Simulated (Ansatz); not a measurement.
The calculation's input:

```
crystal:
  lattice:
    - [0.0, 3.995545719, 3.995545719]
    - [3.995545719, 0.0, 3.995545719]
    - [3.995545719, 3.995545719, 0.0]
  atoms:
    - { symbol: Zr, position: [0.125, 0.125, 0.125] }
    - { symbol: Zr, position: [0.625, 0.125, 0.125] }
    - { symbol: Zr, position: [0.125, 0.125, 0.625] }
    - { symbol: Zr, position: [0.125, 0.625, 0.125] }
    - { symbol: Ta, position: [0.5, 0.5, 0.5] }
    - { symbol: Ta, position: [0.75, 0.75, 0.75] }
basis:
  ecutwfc: 420
kpoints:
  mp_grid: { grid: [8, 8, 8] }
hamiltonian:
  xc: pbe
scf:
  occupations: { method: gaussian, width: 0.1 }
output:
  forces: true
  stress: true
  eigenvalues: true
  write_density: true
  write_potential: true
  elf: true
  volumetric_format: npy
relax:
  adjacent_minimum: "off"
  f_tol: 0.01
  max_steps: 80
  cell: { stress_tol: 0.05 }
```

Run with:

```sh
ansatz run input.yaml --threads 1 --pin off --max-ram 2560MiB --backend cpu --events-out ev --progress --plain --runs-dir out
```

Below, planes, directions and counts refer to the conventional cell (a = 7.99 Å, b = 7.99 Å, c = 7.99 Å, α = 90.00°, β = 90.00°, γ = 90.00°).

The fields are those of the relaxed geometry.

Space group Fd-3m; started from the cubic Laves (C15)_227 prototype, which need not be the ambient phase.

Theory: Ansatz, DFT PBE, scalar-relativistic, plane waves, PAW.

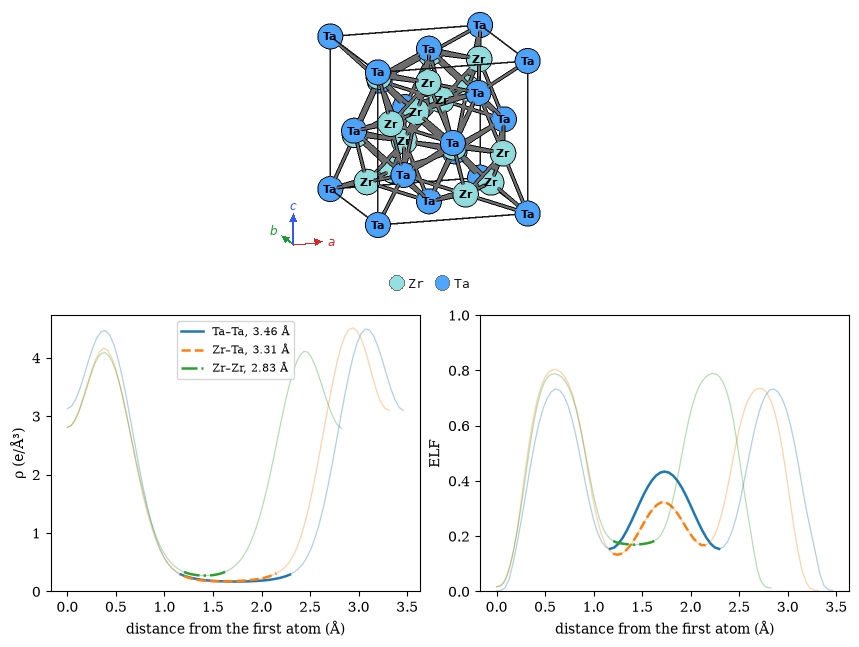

Zr₂Ta. Valence pseudo-density and electron localisation function along straight lines between neighbouring atoms. Thin, pale parts lie inside the atomic spheres. The structure is drawn too.

In a PAW calculation such maps are meaningful between the atoms, not at the nuclei.

Q: Compare the contacts.

A: Ta–Ta (3.46 Å): ρ is about 0.17 e/Å³ halfway; the ELF is about 0.45 at the midpoint.
Zr–Ta (3.31 Å): ρ is about 0.17 e/Å³ halfway; the ELF is about 0.30 at the midpoint.
Zr–Zr (2.83 Å): the density is about 0.27 e/Å³ at the midpoint; the ELF is about 0.15 at the midpoint; no localised pair shows between them.
